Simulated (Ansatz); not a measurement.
# Preparing LiMgVO4 (Cmcm) as a host crystal

Aim: the runs on the perfect crystal LiMgVO4 (Cmcm) that a defect calculation needs first.

Calculated with Ansatz 0.2.0; plane-wave PAW DFT, PBEsol; relaxation of the host's cell and atoms, in the first sound run; inputs show where later runs differ.

**1. The starting structure**

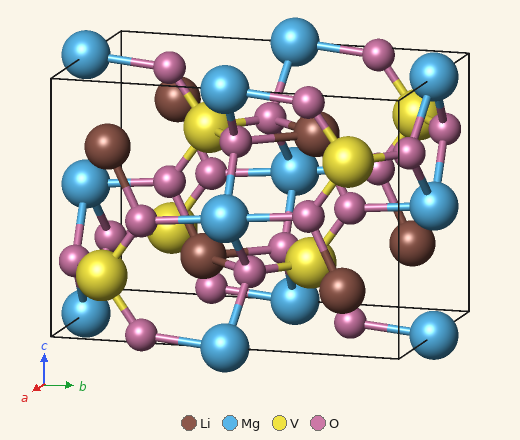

Start, viewed slightly off an axis; lithium brown, magnesium blue, vanadium yellow, oxygen pink. This picture shows the conventional cell, with its axes. Some periodic images of atoms are drawn too.

**2. Host cell relaxation**

Cell and atoms are relaxed together, until forces and stress fall under their thresholds.

Contents of cell/input.yaml:

```yaml
crystal:
  lattice:
    - [2.856953, -4.357164, 0.0]
    - [2.856953, 4.357164, 0.0]
    - [0.0, 0.0, 6.32334]
  atoms:
    - { symbol: Li, position: [0.837298, 0.162702, 0.75] }
    - { symbol: Li, position: [0.162702, 0.837298, 0.25] }
    - { symbol: Mg, position: [0.5, 0.5, 0.5] }
    - { symbol: Mg, position: [0.5, 0.5, 0.0] }
    - { symbol: V, position: [0.145813, 0.854187, 0.75] }
    - { symbol: V, position: [0.854187, 0.145813, 0.25] }
    - { symbol: O, position: [0.260065, 0.739935, 0.970546] }
    - { symbol: O, position: [0.734394, 0.774089, 0.25] }
    - { symbol: O, position: [0.265606, 0.225911, 0.75] }
    - { symbol: O, position: [0.739935, 0.260065, 0.470546] }
    - { symbol: O, position: [0.739935, 0.260065, 0.029454] }
    - { symbol: O, position: [0.774089, 0.734394, 0.75] }
    - { symbol: O, position: [0.225911, 0.265606, 0.25] }
    - { symbol: O, position: [0.260065, 0.739935, 0.529454] }
basis:
  ecutwfc: 420
  xc_grid: 2
hamiltonian:
  xc: pbesol
kpoints:
  mp_grid: { grid: [6, 6, 5] }
scf:
  occupations: { method: fixed }
  max_iter: 100
relax:
  f_tol: 0.005
  max_steps: 60
  cell: {}
output:
  forces: true
  stress: true
checkpoint:
  write: "../cell.run"
  compress: false
  write_wavefunctions: false
  write_every: 100000
```

Command:

```sh
$ ansatz run input.yaml --threads 4 --pin off --max-ram 7536MiB --backend cpu --events-out ev --progress --plain --runs-dir out
```

Numbers of over 12 decimals in the logs are rounded to 6 here.

Output:

```text
[... repeated set-up lines and file paths are left out, and long positions are rounded to six places ...]
Engine: ansatz 0.2.0, aarch64-unknown-linux-gnu
Pseudopotentials: kind: paw
Pseudopotential: Li, paw, valence charge 3, recommended cutoff 420 eV (normal), Li.paw.azcp
Pseudopotential: Mg, paw, valence charge 10, recommended cutoff 420 eV (normal), Mg.paw.azcp
Pseudopotential: V, paw, valence charge 13, recommended cutoff 420 eV (normal), V.paw.azcp
Pseudopotential: O, paw, valence charge 6, recommended cutoff 420 eV (normal), O.paw.azcp
Functional definition: PBEsol
  exchange = pbesol_x
  correlation = pbesol_c
Crystal: 14 atoms, lattice volume = 157.429 Å³
Basis set: ecut = 420 eV, 3071 PW (Γ), exchange–correlation on 72×72×90 points (8 copies of the dense FFT grid, shifted against one another)
Bands: 64, of which v1, the nominal top of the filled ones, is band 50 counted from 1 (49 counted from 0)
Symmetry: 8 space group operations
Space group: Cmcm (ITA 63), of the structure as read, at distance tolerance 5.4e-5 Å
k-points: 39 of 180
Non-local potential: Li, projectors of the file, l = 0: 3, l = 1: 2, l = 2: 1
Non-local potential: Mg, projectors of the file, l = 0: 3, l = 1: 2, l = 2: 1
Non-local potential: V, projectors of the file, l = 0: 3, l = 1: 2, l = 2: 3, l = 3: 1
Non-local potential: O, projectors of the file, l = 0: 2, l = 1: 2, l = 2: 1
PAW form: soft (Blöchl's): semilocal exchange-correlation on the pseudo side does not see the compensation charge
PAW frozen core: Mg, regenerated for the run's functional, and the local potential with it (the file was generated under x = pbe(κ = 0.804, μ = 0.219515), c = pbe(β = 0.066725))
PAW frozen core: V, regenerated for the run's functional, and the local potential with it (the file was generated under x = pbe(κ = 0.804, μ = 0.219515), c = pbe(β = 0.066725))
PAW frozen core: O, regenerated for the run's functional, and the local potential with it (the file was generated under x = pbe(κ = 0.804, μ = 0.219515), c = pbe(β = 0.066725))
PAW one-centre angular grid: Li, 110 points (default); XC on 64 Gauss nodes
PAW one-centre angular grid: Mg, 110 points (default); XC on 64 Gauss nodes
PAW one-centre angular grid: V, 590 points (default); XC on 64 Gauss nodes
PAW one-centre angular grid: O, 110 points (default); XC on 64 Gauss nodes
Initial density: superposition of atomic densities (neutral atoms: chi_scale 0, normalization atom), corrected by the library's trained network
Initial wavefunctions: pseudopotential atomic-orbital guess
Functional: x = pbesol(κ = 0.804, μ = 0.123457), c = pbesol(β = 0.046)
SCF iter   1: F=—  HF=-14502.691965 eV  |F-HF|=—  |Δ(HF+E_count)|=         —  Δρ=1.48e-2  dr2=2.94e-1  ethr=1.77e-3  ⟨swp⟩=4.0  Hψ=8335  notcnv=0  defer=392
preconditioner: auto → Resta (q_TF=auto, 2.530 Å⁻¹)  ε∞=5.6  [insulator: Δε(μ)=3.103 eV  Ē_g=11.099 eV  n_scr=44 (ndim 8)  ℏωp=23.7 eV  f_vac=0.022  ε∞_Penn≈5.6]
SCF iter   2: F=—  HF=-14502.652392 eV  |F-HF|=—  |Δ(HF+E_count)|=   3.96e-2  Δρ=1.12e-2  dr2=2.25e-1  ethr=2.94e-4  ⟨swp⟩=2.0  Hψ=3870  notcnv=0  defer=415
SCF iter   3: F=—  HF=-14502.626765 eV  |F-HF|=—  |Δ(HF+E_count)|=   2.56e-2  Δρ=3.15e-3  dr2=1.68e-2  ethr=2.25e-4  ⟨swp⟩=2.0  Hψ=3183  notcnv=0  defer=208
automatic band count: iteration 3 solves 59 bands in place of 64: the levels show a gap, and the empty bands left out lie too high to hold charge; the band table lists the bands solved (type scf.n_extra_bands for more)
SCF iter   4: F=—  HF=-14502.624268 eV  |F-HF|=—  |Δ(HF+E_count)|=   2.50e-3  Δρ=9.06e-4  dr2=1.26e-3  ethr=1.68e-5  ⟨swp⟩=2.0  Hψ=3120  notcnv=0  defer=273
SCF iter   5: F=—  HF=-14502.624371 eV  |F-HF|=—  |Δ(HF+E_count)|=   1.03e-4  Δρ=5.47e-4  dr2=4.35e-4  ethr=1.26e-6  ⟨swp⟩=2.0  Hψ=3361  notcnv=0  defer=265
SCF iter   6: F=—  HF=-14502.624341 eV  |F-HF|=—  |Δ(HF+E_count)|=   2.99e-5  Δρ=1.25e-4  dr2=2.23e-5  ethr=4.35e-7  ⟨swp⟩=2.0  Hψ=3020  notcnv=0  defer=195
SCF iter   7: F=—  HF=-14502.624292 eV  |F-HF|=—  |Δ(HF+E_count)|=   4.88e-5  Δρ=2.93e-5  dr2=1.28e-6  ethr=2.23e-8  ⟨swp⟩=2.2  Hψ=3443  notcnv=0  defer=195
SCF iter   8: F=—  HF=-14502.624293 eV  |F-HF|=—  |Δ(HF+E_count)|=   7.98e-7  Δρ=8.47e-6  dr2=1.25e-7  ethr=1.28e-9  ⟨swp⟩=2.1  Hψ=3204  notcnv=0  defer=195
SCF iter   9: F=-14502.624293 eV  HF=-14502.624293 eV  |F-HF|=3.02e-10  |Δ(HF+E_count)|=   4.54e-8  Δρ=1.49e-6  dr2=4.54e-9  ethr=1.00e-10  ⟨swp⟩=3.9  Hψ=6612  notcnv=0
SCF 1 converged in 9 iterations: F = -14502.624293 eV  dr2 = 4.54e-9
  greatest PAW one-centre occupation: 1.000 electrons in one spin orbital (limit 2), on the Mg atom at site 3 (counted from 0), in its partial waves of l = 0
relax step   1: F+E_penalty+E_count = -14502.62429298 eV  Δ(F+E_penalty+E_count) = +0.000e0 eV  max|allowed force component| = 8.841e-1 eV/Å  Δτ_max = 0.0000 Å  P = -7.870 GPa  Ω = 157.429 Å³  (9 SCF iters, dr2 threshold 1.00e-7 eV, accepted)
[... the SCF cycles and remarks between the steps are left out from here to the last step ...]
relax step   2: F+E_penalty+E_count = -14502.81873368 eV  Δ(F+E_penalty+E_count) = -1.944e-1 eV  max|allowed force component| = 3.277e-1 eV/Å  Δτ_max = 0.0069 Å  P = -3.226 GPa  Ω = 153.239 Å³  energy of the carried Pulay correction = +1.713e-2 eV  (7 SCF iters, dr2 threshold 1.40e-6 eV, accepted)
relax step   3: F+E_penalty+E_count = -14502.86308808 eV  Δ(F+E_penalty+E_count) = -4.435e-2 eV  max|allowed force component| = 6.390e-2 eV/Å  Δτ_max = 0.0088 Å  P = +0.218 GPa  Ω = 150.310 Å³  energy of the carried Pulay correction = +2.939e-2 eV  (7 SCF iters, dr2 threshold 1.40e-6 eV, accepted)
relax step   4: F+E_penalty+E_count = -14502.86361776 eV  Δ(F+E_penalty+E_count) = -5.297e-4 eV  max|allowed force component| = 1.095e-2 eV/Å  Δτ_max = 0.0025 Å  P = +0.001 GPa  Ω = 150.330 Å³  energy of the carried Pulay correction = +2.931e-2 eV  (6 SCF iters, dr2 threshold 3.47e-7 eV, accepted)
relax step   5: F+E_penalty+E_count = -14502.86376329 eV  Δ(F+E_penalty+E_count) = -1.455e-4 eV  max|allowed force component| = 3.443e-3 eV/Å  Δτ_max = 0.0008 Å  P = -0.011 GPa  Ω = 150.304 Å³  energy of the carried Pulay correction = +2.941e-2 eV  (6 SCF iters, dr2 threshold 7.50e-9 eV, accepted)
relax step   6: F+E_penalty+E_count = -14502.84103591 eV  Δ(F+E_penalty+E_count) = +2.273e-2 eV  max|allowed force component| = 2.775e-3 eV/Å  Δτ_max = 0.0000 Å  P = -0.299 GPa  Ω = 150.304 Å³  stress off target by 3.03e-1 GPa  SCF on the basis re-selected at this cell (its energy is not comparable with the rows above)  (7 SCF iters)
relax step   7: F+E_penalty+E_count = -14502.84340496 eV  Δ(F+E_penalty+E_count) = -2.369e-3 eV  max|allowed force component| = 1.830e-2 eV/Å  Δτ_max = 0.0026 Å  P = -0.005 GPa  Ω = 149.820 Å³  energy of the carried Pulay correction = +2.014e-3 eV  (6 SCF iters, dr2 threshold 2.30e-7 eV, accepted)
relax step   8: F+E_penalty+E_count = -14502.84328582 eV  Δ(F+E_penalty+E_count) = +1.191e-4 eV  max|allowed force component| = 4.805e-3 eV/Å  Δτ_max = 0.0011 Å  P = +0.003 GPa  Ω = 149.863 Å³  energy of the carried Pulay correction = +1.837e-3 eV  (7 SCF iters, dr2 threshold 2.09e-8 eV, accepted)
iter 1 solved again at ethr=3.28e-9 eV; its pass at ethr=3.10e-3 eV (dr2=3.28e-6 eV) is discarded
SCF iter   1: F=—  HF=-14502.841385 eV  |F-HF|=—  |Δ(HF+E_count)|=         —  Δρ=2.78e-5  dr2=1.81e-7  ethr=3.28e-9  ⟨swp⟩=4.2  Hψ=15736  notcnv=0  defer=467
SCF iter   2: F=—  HF=-14502.841361 eV  |F-HF|=—  |Δ(HF+E_count)|=   2.40e-5  Δρ=1.38e-5  dr2=8.47e-8  ethr=1.81e-10  ⟨swp⟩=2.0  Hψ=4056  notcnv=0  defer=467
SCF iter   3: F=—  HF=-14502.841361 eV  |F-HF|=—  |Δ(HF+E_count)|=   5.15e-8  Δρ=8.96e-6  dr2=7.49e-8  ethr=8.47e-11  ⟨swp⟩=2.0  Hψ=3023  notcnv=0  defer=467
SCF iter   4: F=—  HF=-14502.841361 eV  |F-HF|=—  |Δ(HF+E_count)|=   4.22e-9  Δρ=2.43e-6  dr2=3.47e-9  ethr=7.49e-11  ⟨swp⟩=2.0  Hψ=2912  notcnv=0  defer=467
SCF iter   5: F=-14502.841361 eV  HF=-14502.841361 eV  |F-HF|=1.64e-11  |Δ(HF+E_count)|=   1.48e-9  Δρ=3.01e-7  dr2=7.99e-11  ethr=1.00e-12  ⟨swp⟩=3.0  Hψ=8874  notcnv=0
SCF 9 converged in 5 iterations: F = -14502.841361 eV  dr2 = 7.99e-11
relax step   9: F+E_penalty+E_count = -14502.84136124 eV  Δ(F+E_penalty+E_count) = +1.925e-3 eV  max|allowed force component| = 4.713e-3 eV/Å  Δτ_max = 0.0000 Å  P = -0.009 GPa  Ω = 149.863 Å³  stress off target by 1.05e-2 GPa  SCF on the basis re-selected at this cell (its energy is not comparable with the rows above)  (5 SCF iters)
basis re-selected at this cell: Δ(F+E_penalty+E_count) = +1.925e-3 eV, ΔP = -0.012 GPa vs the last step (what re-selecting the basis moved, of the pressure what is left beyond the Pulay correction that the steps carried, after the strain that the cell walked [...]
SCF converged after 5 iterations
Free energy (F): -14502.841361 eV
Harris-Foulkes:  -14502.841361 eV  (|F-HF|=1.64e-11)
Internal energy: -14502.841361 eV  (E = F + TS)
E sigma→0 (E₀):  -14502.841361 eV
Fermi energy:    5.306758 eV
--- Per-component energies (eV) ---
  E_band       = -1458.309723
  E_kinetic    = 2273.165403
  E_local      = -9042.805955  (includes V_loc(G=0)·N_el)
  E_nonlocal   = 413.249212
  E_hartree    = 3414.475746
  E_xc         = -922.848655
  E_vxc        = -1182.693453  (∫ρ·V_xc dr)
  E_paw        = -3987.722222  (= ΣΔE_a)
  E_vpaw       = -748.196560  (= ΣTr[D̂ρ^β])
  E_aug_tail   = 0.020307  (compensation charges beyond the density's cutoff)
  E_ewald      = -6651.074583
  E_core_change = 0.699386  (= ΣΔE_core)
  E_smearing   = -0.000000  (= −TS)
  E_closure    = -0.000000  (closes the sum)
  Σ components = -14502.841361   (vs F -14502.841361, Δ=0.00e0)
--- Forces (eV/Å), atoms counted from 1 ---
  atom   1  Li     0.00000000     0.00061669     0.00000000
  atom   2  Li    -0.00000000    -0.00061669     0.00000000
  atom   3  Mg     0.00000000     0.00000000     0.00000000
  atom   4  Mg     0.00000000     0.00000000     0.00000000
  atom   5  V      0.00000000    -0.00471342    -0.00000000
  atom   6  V     -0.00000000     0.00471342     0.00000000
  atom   7  O     -0.00000000     0.00250234    -0.00130971
  atom   8  O     -0.00059463    -0.00140338     0.00000000
  atom   9  O      0.00059463     0.00140338    -0.00000000
  atom  10  O      0.00000000    -0.00250234    -0.00130971
  atom  11  O      0.00000000    -0.00250234     0.00130971
  atom  12  O     -0.00059463     0.00140338    -0.00000000
  atom  13  O      0.00059463    -0.00140338     0.00000000
  atom  14  O     -0.00000000     0.00250234     0.00130971
  max |Σ_I F_I| component: 3.47e-18 eV/Å
--- Stress (GPa, compression-positive) ---
       -0.008219      -0.000000       0.000000
       -0.000000      -0.009695       0.000000
        0.000000       0.000000      -0.010537
  P = ⅓ Tr σ = -0.0095 GPa (-0.095 kbar)
--- Relaxed structure (7 steps of the walk, 7 accepted, 2 SCFs on fresh bases) ---
  F+E_penalty+E_count = -14502.84136124 eV   max|allowed force component| = 4.713e-3 eV/Å   (the final SCF, on the basis selected at the relaxed cell)
  cell:  # Å, volume = 149.8633 Å³
    - [2.808571, -4.285862, 7.718366011522388e-18]
    - [2.808571, 4.285862, -7.71836601152239e-18]
    - [0, -1.1201288851027864e-17, 6.225032]
  atoms:
    - { symbol: Li, position: [0.837645, 0.162355, 0.750000] }
    - { symbol: Li, position: [0.162355, 0.837645, 0.25] }
    - { symbol: Mg, position: [0.5, 0.5, 0.5] }
    - { symbol: Mg, position: [0.5, 0.5, 0] }
    - { symbol: V, position: [0.145312, 0.854688, 0.750000] }
    - { symbol: V, position: [0.854688, 0.145312, 0.25] }
    - { symbol: O, position: [0.258796, 0.741204, 0.970144] }
    - { symbol: O, position: [0.734912, 0.774712, 0.25] }
    - { symbol: O, position: [0.265088, 0.225288, 0.750000] }
    - { symbol: O, position: [0.741204, 0.258796, 0.470144] }
    - { symbol: O, position: [0.741204, 0.258796, 0.029856] }
    - { symbol: O, position: [0.774712, 0.734912, 0.750000] }
    - { symbol: O, position: [0.225288, 0.265088, 0.25] }
    - { symbol: O, position: [0.258796, 0.741204, 0.529856] }
```

Wall time 47 s (4 threads of Arm Neoverse V1, shared host); peak memory 0.73 GiB; 3 min of CPU time.

Relaxation path:

```
step  energy less that of the first step (eV)  largest force component (eV/Å)  pressure (GPa)  volume (Å³)
   1                                   0.0000                          0.8841           -7.87       157.43
   2                                  -0.1944                          0.3277           -3.23       153.24
   3                                  -0.2388                          0.0639            0.22       150.31
   4                                  -0.2393                          0.0110            0.00       150.33
   5                                  -0.2395                          0.0034           -0.01       150.30
   6                                  -0.2167                          0.0028           -0.30       150.30
   7                                  -0.2191                          0.0183           -0.01       149.82
   8                                  -0.2190                          0.0048            0.00       149.86
  9*                                  -0.2171                          0.0047           -0.01       149.86
```

Relaxation steps marked * repeat the geometry before them on a plane-wave basis chosen anew for their cell, so energy and pressure can jump there. The log counts 2 steps on a newly chosen plane-wave basis, not all of them marked here; energy and pressure can jump at such steps.

The run keeps the 8 symmetry operations that it works with, so distortions that break them were not tested.

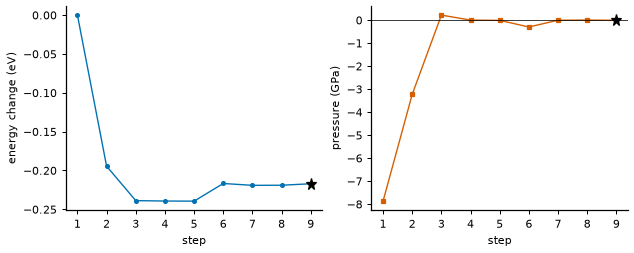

Energy and pressure along the relaxation. Stars mark steps on a basis chosen anew.

```
conventional cell, symmetrised  before  after  change
                         a (Å)   5.714  5.617  -1.7 %
                         b (Å)   8.714  8.572  -1.6 %
                         c (Å)   6.323  6.225  -1.6 %
              volume (Å³/atom)   11.24  10.70  -4.8 %
```

The atoms that moved most (Å, as changes of fractional coordinates times the final cell):

```
atom     dx      dy      dz  length
 O10  0.000  -0.011  -0.003   0.011
  O7  0.000   0.011  -0.003   0.011
 O14  0.000   0.011   0.003   0.011
 O11  0.000  -0.011   0.003   0.011
```

Numbers from this step:

| Item | Value |
| --- | --- |
| pressure | -0.009484 GPa |

The relaxation ends with a largest force component of 0.0047 eV/Å and a pressure of -0.01 GPa.

(Continued in part 2 of 4.)

[Logs are printed without paths, hosts, clocks, repeated set-up lines and the standing remarks that a program may print on its own settings, such as how far it seeks lower states.]

[Hosts, paths, dates, database ids (printed as entryN), source tags and the programs' standing remarks are cut or masked in the printed files.]

[Runs of the host that timed out are not shown.]

[For some hosts the program warned that the k-mesh of the response run may be too coarse for force constants and the static dielectric constant; such warnings are not always shown.]
